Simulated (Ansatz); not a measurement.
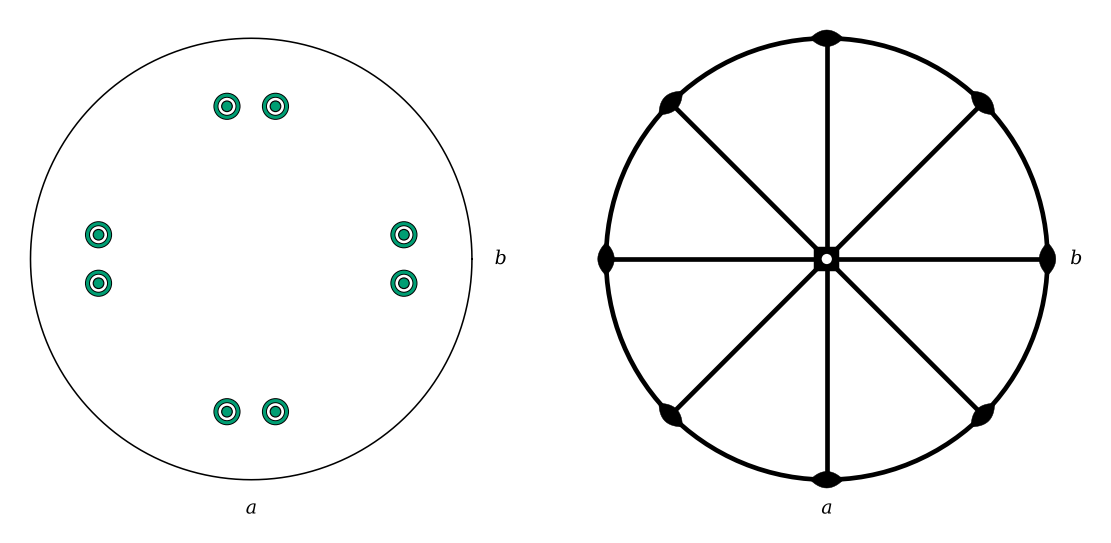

Stereographic projection: filled dots lie in the upper hemisphere, open rings in the lower; heavy lines are mirror planes (a heavy rim: a mirror in the plane of the page); lens, triangle, square and hexagon are 2-, 3-, 4- and 6-fold axes, a lens in an open square is −4, a triangle in an open hexagon −6; thin dashed diameters join the ends of axes that lie in the page; a small open circle marks inversion. The c axis points at the viewer. Left: one general form; right: the symmetry elements. Computed from the symmetry operations of a computed or model structure of composition TiO2.

Q: Which point group is this?

A: 4/mmm (D4h), order 16, tetragonal system: one fourfold axis, four twofold axes, five mirror planes, an inversion centre.

Q: Can such a crystal be piezoelectric, pyroelectric or chiral?

A: It is centrosymmetric, so neither piezoelectric nor pyroelectric; it is not chiral.
